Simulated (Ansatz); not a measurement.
**[BH4]− (SMILES [H][B-]([H])([H])[H]) at 6 levels**

Aim: a comparison of 6 runs (B2PLYP/6-31G, UPBE/3-21G, MP2/3-21G, BCCD(T)/3-21G, BCCD(T)/6-31G, CCSDT(Q)/3-21G) of [BH4]−. 

Program for the calculation: Ansatz 0.2.0.

### 1 The structure to begin with

[BH4]−: 5 atoms, total charge -1, spin state singlet. As SMILES, `[H][B-]([H])([H])[H]`. The H3–B1 distance was set to 1.843 Å, away from the relaxed value. At this shape a bond of the SMILES string is far longer than usual.

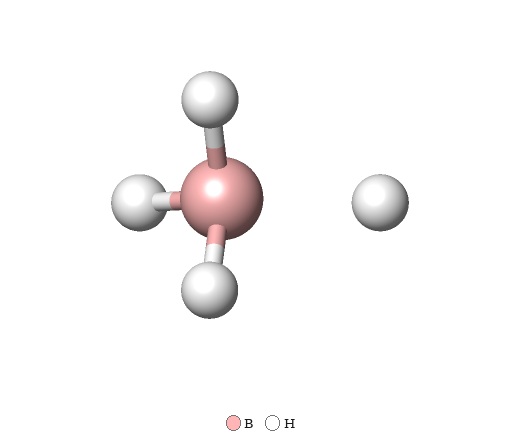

Viewed from a chosen angle; boron pink, hydrogen white.

### 2 The energy at B2PLYP/6-31G (run 1)

File molecule.yaml:

```yaml
crystal:
  periodic: [false, false, false]
  atoms:
    - symbol: B
      position_ang: [-0.577348, -0.006205, 0.210338]
    - symbol: H
      position_ang: [-0.565468, -0.026595, 1.439508]
    - symbol: H
      position_ang: [1.154650, 0.011840, -0.420810]
    - symbol: H
      position_ang: [-1.164948, 1.001795, -0.177172]
    - symbol: H
      position_ang: [-1.156278, -1.004895, -0.210302]
basis:
  gaussian:
    orbitals: 6-31G
total_charge: -1
correlation:
  frozen_orbitals: {B: 1, H: 0}
hamiltonian:
  xc: {name: B2PLYP}
accuracy: high
```

Started as:

```bash
$ ansatz run molecule.yaml --threads 1 --pin off --max-ram 2610MiB --events-out events.jsonl --progress --plain --runs-dir runs
```

Standard output:

```text
Warning: RAYON_NUM_THREADS=1 ignored (pool sized by the plan → 1); use --threads N
Functional definition: B2PLYP
  name "B2PLYP"
  parameter a = 0.53
  parameter c = 0.27
  exchange = (1 - a)*b88_x + a*exact_x
  correlation = (1 - c)*lyp_c + c*(mp2_os + mp2_ss)
414 factors; integrals over basis functions are off by at most 3.1e-9 eV
mean field evaluation 1: about -736.7360 eV, gradient 7.5e0 eV
mean field evaluation 2: about -736.7286 eV, gradient 7.5e0 eV
mean field evaluation 4: about -737.0253 eV, gradient 9.3e-1 eV
mean field evaluation 8: about -737.0289 eV, gradient 5.2e-4 eV
mean field -737.02887191 eV, -27.0853114666 hartree, gradient 1.1e-8 eV, S^2 0.000000; 0 other end points of the search recorded, 0 dependent functions left out
1 core orbitals not correlated: weight in the atoms' cores, before any rotation towards them, 1.000 or more for the frozen orbitals, at most 0.000 for the correlated occupied ones
reference -737.02888910 eV, -27.0853120984 hartree; 4, 4 occupied and 12, 12 virtual orbitals, 414 factors
second order -2.70803887 eV of doubles, -0.00000000 eV of singles
Total energy: -737.76005960 eV, -27.1121821184 hartree
```

It took 0.79 s on 1 thread of Arm Neoverse V2, shared host; peak memory 0.097 GiB.

### 3 The energy at UPBE/3-21G (run 2)

File job.yaml:

```yaml
crystal:
  periodic: [false, false, false]
  atoms:
    - {symbol: B, position_ang: [-0.577348, -0.006205, 0.210338]}
    - {symbol: H, position_ang: [-0.565468, -0.026595, 1.439508]}
    - {symbol: H, position_ang: [1.154650, 0.011840, -0.420810]}
    - {symbol: H, position_ang: [-1.164948, 1.001795, -0.177172]}
    - {symbol: H, position_ang: [-1.156278, -1.004895, -0.210302]}
basis:
  gaussian:
    orbitals: 3-21G.json
hamiltonian:
  xc: pbe
accuracy: high
total_charge: -1
magnetization:
  spin_polarized: true
```

The basis set 3-21G is read from a file made from the Basis Set Exchange's data (not shown).

Started as:

```bash
$ ansatz run job.yaml --threads 1 --pin off --max-ram 2610MiB --events-out events.jsonl --progress --plain --runs-dir runs
```

Standard output:

```text
Warning: RAYON_NUM_THREADS=1 ignored (pool sized by the plan → 1); use --threads N
Functional definition: PBE
  name "PBE"
  parameter kappa = 0.804
  parameter beta = 0.06672455060314922
  exchange = pbe_x(kappa = kappa, mu = beta*pi^2/3)
  correlation = pbe_c(beta = beta)
338 factors; integrals over basis functions are off by at most 3.6e-9 eV
mean field evaluation 1: about -733.9818 eV, gradient 4.2e0 eV
mean field evaluation 2: about -734.0625 eV, gradient 2.4e0 eV
mean field evaluation 4: about -734.1366 eV, gradient 2.1e-1 eV
mean field evaluation 8: about -734.1071 eV, gradient 3.1e-3 eV
mean field -734.10712522 eV, -26.9779392561 hartree, gradient 3.5e-8 eV, S^2 0.000000; 0 other end points of the search recorded, 0 dependent functions left out
reference -734.10712709 eV, -26.9779393248 hartree; 5, 5 occupied and 12, 12 virtual orbitals, 338 factors
Total energy: -734.10712709 eV, -26.9779393248 hartree
```

Run time: 0.83 s. Hardware: 1 thread of Arm Neoverse V2, shared host; peak memory 0.11 GiB.

Runs 3 to 5 aren't shown in full; the table further down has their settings and results.

### 4 A single-point energy at CCSDT(Q)/3-21G (run 6)

File run.yaml:

```yaml
crystal:
  periodic: [false, false, false]
  atoms:
    - {symbol: B, position_ang: [-0.577348, -0.006205, 0.210338]}
    - {symbol: H, position_ang: [-0.565468, -0.026595, 1.439508]}
    - {symbol: H, position_ang: [1.154650, 0.011840, -0.420810]}
    - {symbol: H, position_ang: [-1.164948, 1.001795, -0.177172]}
    - {symbol: H, position_ang: [-1.156278, -1.004895, -0.210302]}
basis:
  gaussian:
    orbitals: 3-21G.json
total_charge: -1
correlation:
  method: ccsdt_q
  frozen_orbitals: {B: 1, H: 0}
accuracy: high
scf:
  omitted_lower_state_checks: [cluster_reference, increment]
```

The basis set 3-21G is read from a file made from the Basis Set Exchange's data (not shown).

Started as:

```bash
$ ansatz run run.yaml --threads 1 --pin off --max-ram 2610MiB --events-out events.jsonl --progress --plain --runs-dir runs
```

Standard output, cut to the lines that bear on the results:

```text
Warning: RAYON_NUM_THREADS=1 ignored (pool sized by the plan → 1); use --threads N
Functional definition: HF
  name "HF"
[...]
338 factors; integrals over basis functions are off by at most 3.6e-9 eV
[...]
mean field -728.23261469 eV, -26.7620549762 hartree, gradient 2.2e-8 eV, S^2 0.000000; 0 other end points of the search recorded, 0 dependent functions left out
1 core orbitals not correlated: weight in the atoms' cores, before any rotation towards them, 1.000 or more for the frozen orbitals, at most 0.000 for the correlated occupied ones
reference -728.23261469 eV, -26.7620549762 hartree; 4, 4 occupied and 12, 12 virtual orbitals, 338 factors
second order -2.08714688 eV of doubles, -0.00000000 eV of singles
cycle   1  -2.51430655 eV  change   -4.3e-1 eV  update   6.5e-2
[...]
cycle  19  -2.83257908 eV  change   1.3e-10 eV  update  1.7e-10
perturbative correction 0.00209773 eV, 0.0000770903 hartree
Total energy: -731.06309604 eV, -26.8660732473 hartree
Checks for a lower state left out: cluster_reference, increment
```

Wall time 0.28 s (1 thread of Arm Neoverse V2, shared host).

### 5 The series

```csv
run,level,frozen core orbitals,energy (Eh),wall time
1,B2PLYP/6-31G,1,-27.112182,0.79 s
2,UPBE/3-21G,–,-26.977939,0.83 s
3,MP2/3-21G,1,-26.838756,0.08 s
4,BCCD(T)/3-21G,1,-26.865670,0.14 s
5,BCCD(T)/6-31G,1,-27.007232,0.16 s
6,CCSDT(Q)/3-21G,1,-26.866073,0.28 s
```

### 6 Outcome

```
                                         quantity         value
                              run 6: total energy  -26.86607 Eh
run 6: correlation energy (1 core orbital frozen)    -104.0 mEh
                             run 6: T1 diagnostic         0.015
```

Totals of different functionals can't be ranked against each other. All runs together took 2.3 s, the longest 0.83 s.
